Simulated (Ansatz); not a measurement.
## Run report: GaPNH₆Cl, nudged elastic band (part 2 of 2)

The same run, continued: GaPNH₆Cl; RHF/def2-SVP (Ansatz 0.2.0). The run did not end well. One setting was made poor on purpose. It belongs to a series of runs on one base structure; here: band between the two ends.

Geometry of the input (Å):
```
Ga 0.1540  -0.4015  -0.3480
Cl -0.0254  -1.0887  1.7037
N  1.8081  -0.5249  -1.0520
H  2.5996  -0.8820  -0.5538
H  2.0510  -0.2508  -1.9833
H  -1.1019  0.1375  -1.0848
P  0.0193  3.5724  1.9681
H  1.4097  3.3942  1.7907
H  -0.3060  3.4437  0.5978
H  -0.2466  2.2255  2.2970
```

### Log, continued
```
NEB iter  59: max|band force component| = 6.467e-1 eV/Å  barrier→ = 1.1684 eV  barrier← = 0.1523 eV  CI = image 2  Δτ_max = 0.1007 Å  (80 SCF iters)
the calculation of the forces begins
reference -75672.40396880 eV, -2780.9095532557 hartree; 38, 38 occupied and 74, 74 virtual orbitals, 1166 factors
these checks for a lower state are left out or cut short: starts, cluster_reference, orbital_swaps, neighbouring_geometries, increment
1168 factors; integrals over basis functions are off by at most 6.4e-4 eV
mean field -75672.52461199 eV, -2780.9139868112 hartree, gradient 1.6e-5 eV, S^2 0.000000; 0 other end points of the search recorded, 0 dependent functions left out
the calculation of the forces begins
reference -75672.52461199 eV, -2780.9139868112 hartree; 38, 38 occupied and 74, 74 virtual orbitals, 1168 factors
NEB iter  60: max|band force component| = 7.828e-1 eV/Å  barrier→ = 1.2002 eV  barrier← = 0.1841 eV  CI = image 2  Δτ_max = 0.0503 Å  (87 SCF iters)
```

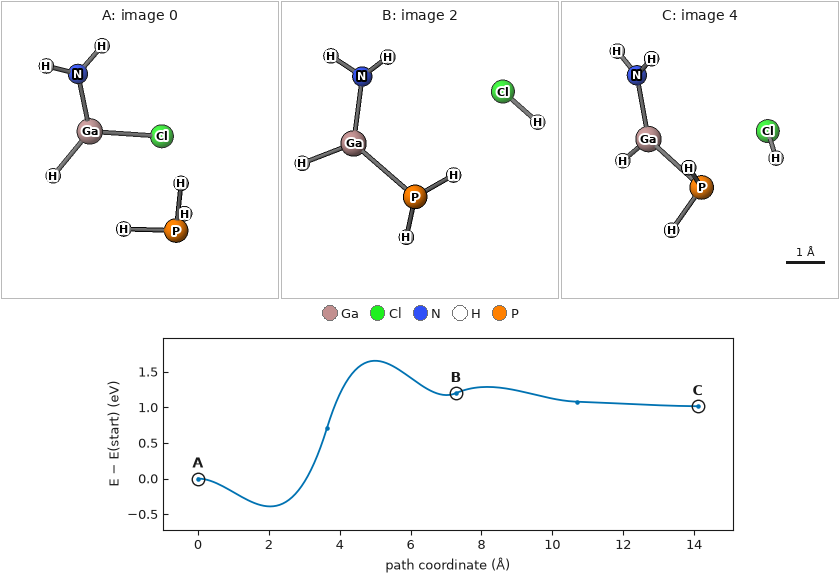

Figure 1. Images of the last band (counted from 0; ball-and-stick, seen at a tilt) above the energy along the path; the line is a cubic interpolation that uses the forces. The highest image is number 2, 1.200 eV above the start and 0.184 eV above the end (the climbing image); the end lies 1.016 eV above the start. The path is 14.10 Å long. The band had not converged after 60 iterations.

```
Unfinished report: {"positions_ang":[[-0.0955497395070948,1.0507441176800079,-0.9418902345733144],[1.8395710800679426,-0.30208603036128323,3.201609259132524],[1.3082634896291627,-0.0921046371549504,-1.1237090876831415],[2.2665966989203348,0.09184001362970573,-0.9201984757713229],[1.2666582183081858,-0.7194651859275313,-1.9140201032643862],[-1.4181060817479922,0.6644416560130731,-1.6970023307411177],[0.09561140192665782,3.0288967054009253,0.3093824933144857],[-1.2300687754843889,3.0729429882054626,0.7986960573581281],[0.6545738985165381,2.3828894624004455,1.4348802371319331],[1.6742478193706574,0.4474019001141433,4.187553185096213]],"unchecked":["starts","cluster_reference","orbital_swaps","neighbouring_geometries","increment"],"mean_field":{"relativity":"none","state":{"energy":{"ev":-75672.40396879977,"hartree":-2780.9095532557362},"converged":true,"gradient_ev":0.00004415534675126449,"stability":{"kind":"minimum","curvature_ev":30.896141199006202},"curvature_floor_ev":0.00030000000000000003,"spin_squared":2.842170943040401e-14},"others":[],"fillings":{"estimated":0,"unestimated":0,"tried":0,"untried":0,"excluded_magnetic_sites":0},"n_dropped_functions":0,"n_trapped_functions":0,"passes":{"evaluations":4,"products":26},"factors":{"origin":"Cholesky decomposition","count":1166,"bound_ev":0.0005959877745385323},"gradient_stop_ev":0.00009,"reference_kind":"stationary","symmetry":{"irreps":["A"],"axes":[[0.8660340769878417,0.3108844325868166,-0.3915812138892646],[-0.32415552341762316,0.945404668756528,0.03366316876359695],[0.3806680629284044,0.09777976206011518,0.9195275656541263]],"occupied":[{"A":38},{"A":38}]},"held":{"pivots":1161,"left_out":7,"joined":5},"density_repulsion":{"missed_ev":0.00001874111293826866,"excess_ev":0.0,"most_excess_ev":0.0002052,"are_drawn_again":false,"n_first_factors":1166,"energy_change_ev":0.0,"n_dropped_ends":0}},"factors":{"origin":"Cholesky decomposition","count":1166,"bound_ev":0.0005959877745385323},"n_frozen":0,"n_occupied":[38,38],"n_virtual":[74,74],"reference":{"ev":-75672.40396879977,"hartree":-2780.9095532557362},"total":{"ev":-75672.40396879977,"hartree":-2780.9095532557362},"forces_ev_per_angstrom":[[-0.1391192589566337,0.13745585387148493,0.11015913001504501],[0.10819915786414178,-0.5135983869992847,-0.6865004660159405],[-0.14589335193899736,-0.24584927662750203,-0.7674494603943598],[0.1780328505344749,0.15794275700195143,0.2871631502867499],[0.009331858965537752,0.01220647607909487,0.34748971609241447],[-0.006101922902001837,-0.01613557245313271,-0.026154031179134358],[0.07464850009531145,-0.08173149292515224,0.023716776094382858],[0.01121079211270967,-0.05613721386686041,-0.02762001735934941],[0.02242003786524271,0.08689816853105314,0.06116485796579584],[-0.11272866363794996,0.51894868739427,0.6780303445001972]],"charge_distribution":{"dipole_moment_e_ang":[0.10249528993661212,-0.07021413576334719,0.15491760576832397],"mulliken_charges_e":[0.6757318842152706,-0.12952964461232952,-0.5672472933856314,0.1341896759165392,0.13909490306403505,-0.18819262077079357,-0.1470402739667236,-0.030128615226950428,-0.029988868413283187,0.14311085317990546],"lowdin_charges_e":[-0.07979104343398546,0.07215535516469984,0.06580459404807115,-0.003118262119962356,0.00828649117250202,-0.10659620379921764,0.1900623549083491,-0.045825471660978945,-0.04534466925690728,-0.0556331450225529]},"n_threads":2,"memory_gib":2.556818182580173,"seconds":{"hamiltonian":2.252147493,"orbitals":0.0,"second_order":0.0,"solver_start":0.0,"cycles":0.0,"cycle":0.0,"perturbative":0.0,"full_ci_increment":0.0,"forces":0.0}}
this run last wrote the band of iteration 60 to [file]
Error: NEB band did not converge after 60 iterations: max|band force component| = 7.83e-1 eV/Å (threshold 5.0e-2); raise `neb.max_iterations` in a new run, which can start from the last band evaluated (`neb.initial_path`, with `crystal.atoms` and `neb.final_atoms` set to its first and last images), add images, or start from endpoints closer to local minima. Where this run's directory can be resumed (`checkpoint.write`), a resume goes on for up to `neb.max_iterations` more; to start a new run from the last band, take its images' positions from the `neb_iteration` event of iteration 60 (`data.images[].positions_ang`), in the event stream of the run that computed that iteration (not this run's, if it was resumed behind it). With `checkpoint.write`, `steps/00-neb/state/checkpoint.json` in the run directory holds the last saved band, under `neb.evaluated.images[].positions_ang` (a band under a hybrid functional on support functions is neither saved nor resumed: `neb.initial_path` says where its path is): check the last entry of `neb.iterations` there, which is earlier than 60 if that iteration was not saved or its write failed. If the band's step has no `state` directory and holds `state.next`, a write was cut short, and the file is under `state.next` instead (behind a loss of power it can be under `state.prev`)
this run wrote the band of iteration 60 to [file] as well, whether or not its events were kept: a new run's `neb.initial_path` can list its `images[].positions_ang`
a run's events are kept only if it was started with --events-out <file>, and are in that file
```

### The last band as extended XYZ (Å, eV, eV/Å)
```
10
Properties=species:S:1:pos:R:3:forces:R:3 image=0 energy=-75673.60416
Ga    0.1540   -0.4015   -0.3480   -0.0051   0.0045  -0.0114
Cl   -0.0254   -1.0887    1.7037    0.0013  -0.0022  -0.0013
N     1.8081   -0.5249   -1.0520    0.0015  -0.0024   0.0097
H     2.5996   -0.8820   -0.5538    0.0055  -0.0010  -0.0007
H     2.0510   -0.2508   -1.9833   -0.0019   0.0000   0.0019
H    -1.1019    0.1375   -1.0848   -0.0010   0.0012   0.0031
P     0.0193    3.5724    1.9681    0.0013  -0.0034  -0.0010
H     1.4097    3.3942    1.7907   -0.0005   0.0007  -0.0042
H    -0.3060    3.4437    0.5978   -0.0024   0.0011   0.0023
H    -0.2466    2.2255    2.2970    0.0012   0.0016   0.0015
10
Properties=species:S:1:pos:R:3:forces:R:3 image=1 energy=-75672.89466
Ga    0.0948    0.3577   -0.1538    0.1190  -0.5194   0.5368
Cl    0.6421   -0.6768    1.9541   -0.5732  -0.2465  -0.9558
N     1.4766   -0.1047   -1.2665    0.0474   0.0242  -0.0792
H     2.3125   -0.4451   -0.8329    0.1230  -0.1116  -0.0316
H     1.1834   -0.7656   -1.9669    0.2069   0.1400  -0.1122
H    -1.2538    0.6525   -0.9558    0.0091  -0.2838   0.6635
P     0.3932    2.3607    1.3439   -0.0545  -0.5962   0.7594
H    -0.5784    3.3784    1.2684    0.1849  -0.0377   0.5137
H     1.5711    3.0612    1.2568    0.5603   0.5485  -0.1293
H     0.5202    1.8072    2.6880   -0.6229   1.0826  -1.1653
10
Properties=species:S:1:pos:R:3:forces:R:3 image=2 energy=-75672.40397
Ga   -0.0955    1.0507   -0.9419   -0.1391   0.1375   0.1102
Cl    1.8396   -0.3021    3.2016    0.1082  -0.5136  -0.6865
N     1.3083   -0.0921   -1.1237   -0.1459  -0.2458  -0.7674
H     2.2666    0.0918   -0.9202    0.1780   0.1579   0.2872
H     1.2667   -0.7195   -1.9140    0.0093   0.0122   0.3475
H    -1.4181    0.6644   -1.6970   -0.0061  -0.0161  -0.0262
P     0.0956    3.0289    0.3094    0.0746  -0.0817   0.0237
H    -1.2301    3.0729    0.7987    0.0112  -0.0561  -0.0276
H     0.6546    2.3829    1.4349    0.0224   0.0869   0.0612
H     1.6742    0.4474    4.1876   -0.1127   0.5189   0.6780
10
Properties=species:S:1:pos:R:3:forces:R:3 image=3 energy=-75672.52461
Ga    0.1208    0.8143   -0.6091   -0.0079  -0.0026   0.0030
Cl    0.0767   -0.3767    2.8560   -0.0117   0.0016  -0.0073
N     1.6966    0.0415   -1.0808   -0.0172   0.0044   0.0025
H     1.7740   -0.8929   -1.4315    0.0028  -0.0080  -0.0092
H     2.5985    0.4641   -0.9878    0.0162   0.0133   0.0063
H    -1.2125    0.0269   -0.8568   -0.0004  -0.0105   0.0138
P     0.1475    3.0611    0.0857    0.0107  -0.0003  -0.0025
H    -0.8549    2.9418    1.0745    0.0032  -0.0101   0.0051
H     1.2453    2.9574    0.9721    0.0073   0.0124  -0.0032
H     0.7697    0.5880    3.3130   -0.0029  -0.0001  -0.0085
10
Properties=species:S:1:pos:R:3:forces:R:3 image=4 energy=-75672.58809
Ga    0.2815    0.8002   -0.4487   -0.0017   0.0273   0.0229
Cl   -0.5095   -0.7084    2.8036    0.0001   0.0021  -0.0042
N     1.8359   -0.0152   -0.9089    0.0076  -0.0123  -0.0076
H     1.8871   -0.8491   -1.4611   -0.0022   0.0086   0.0055
H     2.7422    0.2507   -0.5780   -0.0008   0.0012   0.0009
H    -1.0729    0.2851   -1.0424   -0.0039  -0.0054  -0.0016
P     0.3782    2.6359    1.0294    0.0089  -0.0156  -0.0264
H     1.6000    3.1924    0.5928    0.0058  -0.0035   0.0049
H    -0.4668    3.5048    0.3060   -0.0117  -0.0003   0.0023
H    -0.3136    0.5292    3.0426   -0.0020  -0.0022   0.0032
```

### What the run reported

- outcome: not converged
- barrier, forward (band not converged): 1.200 eV
- barrier, backward: 0.184 eV
- hardware: 2 threads of Intel Xeon @ 2.50GHz (Skylake/Cascade Lake), 32 GiB of memory available, shared host
- wall time: 6.7 min (CPU time 13 min)
- peak memory: 0.28 GiB

### Diagnosis

The run did not converge: “NEB band did not converge after 60 iterations: max|band force component| = 7.83e-1 eV/Å (threshold 5.0e-2); raise `neb.max_iterations` in a new run, which can start from the last band evaluated (`neb.initial_path`, with `crystal.atoms` and `neb.final_atoms` set to its first and last images), add images, or start from endpoints closer to local minima …” Its last values are not results. A deliberately poor setting: few images.
